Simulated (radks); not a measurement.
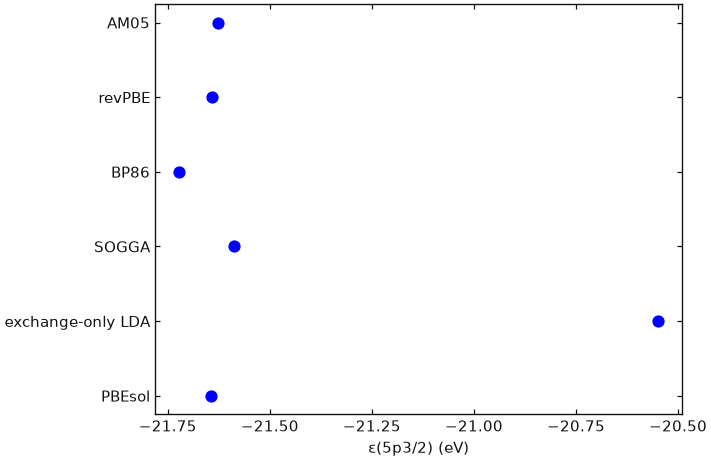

The neutral promethium atom; electrons: [Xe] 4f5 6s2 (4f5/2: 5). All runs are Dirac and spherical, computed with the in-house radial solver radks. The plot shows the eigenvalue (eV) of the 5p3/2 orbital by 6 methods.

Q: How much do the methods differ, and in which order?

A: The deepest is BP86 (−21.72) and the shallowest exchange-only LDA (−20.55), a spread of 1.17 eV. In order (eV): BP86 (−21.72), PBEsol (−21.64), revPBE (−21.64), AM05 (−21.63), SOGGA (−21.59), exchange-only LDA (−20.55).
